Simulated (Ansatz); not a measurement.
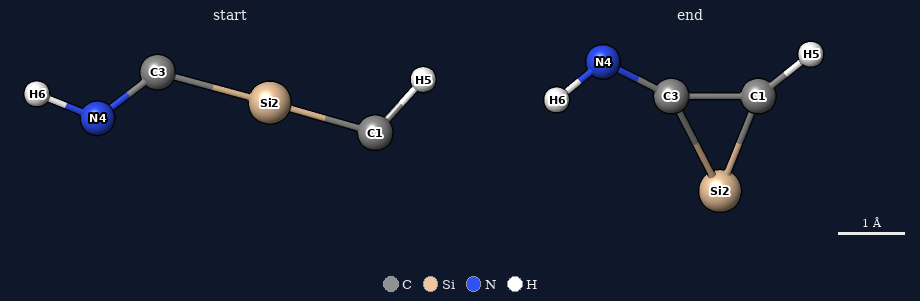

The structure of C$_{2}$H$_{2}$NSi (multiplicity 2) before (left) and after (right) a relaxation, at one scale.

The picture is a ball-and-stick view, seen at a tilt.

All numbers below come from UKS PBE0-D4/def2-TZVP in Ansatz.

Input file:
```yaml
crystal:
  periodic: [false, false, false]
  atoms:
    - {symbol: C, position_ang: [-1.648080, 0.426340, -1.702000]}
    - {symbol: Si, position_ang: [-0.486600, 0.241100, -0.453880]}
    - {symbol: C, position_ang: [0.765050, 0.010490, 0.855130]}
    - {symbol: N, position_ang: [1.163530, -1.028800, 1.399130]}
    - {symbol: H, position_ang: [-1.641730, 1.374730, -2.241480]}
    - {symbol: H, position_ang: [1.847840, -1.023860, 2.143100]}
basis:
  gaussian: {orbitals: def2-TZVP}
magnetization: {spin_polarized: true, initial_magnetization: 1}
hamiltonian: {xc: pbe0, dispersion: d4}
relax: {f_tol: 0.005, max_steps: 200}
```

Run as
```bash
ansatz run in.yaml --threads 2 --pin off --events-out ev --progress --plain --max-ram 4352MiB
```

Q: What changed between the two?

A: Over 44 accepted moves (50 points after the start) the energy falls by 340.1 kJ/mol. The largest force component goes from 2.1 to 0.0011 eV/Å. The line search rejected the trial steps at points 9, 17, 26, 36, 40, 42 of the run. Si2 moves most after the best rigid fit: 1.62 Å. By element the largest moves are Si 1.62 Å, H 1.44 Å, C 1.34 Å, N 1.11 Å. Some distances before and after: C1–C3 3.540 → 1.365 Å, Si2–C3 1.826 → 2.008 Å, C1–Si2 1.715 → 1.766 Å, C3–N4 1.239 → 1.249 Å. New bonds form, among them: C1–C3 (3.54 → 1.36 Å). Among the angles between lasting bonds that change: C1–Si2–C3 178.7° → 41.8°, Si2–C1–H5 116.7° → 152.0°, Si2–C3–N4 129.9° → 145.6°. Groups turn about C3–N4 by about 130°. Cost: 4.1 min on 2 threads of Arm Neoverse V1 (shared host).
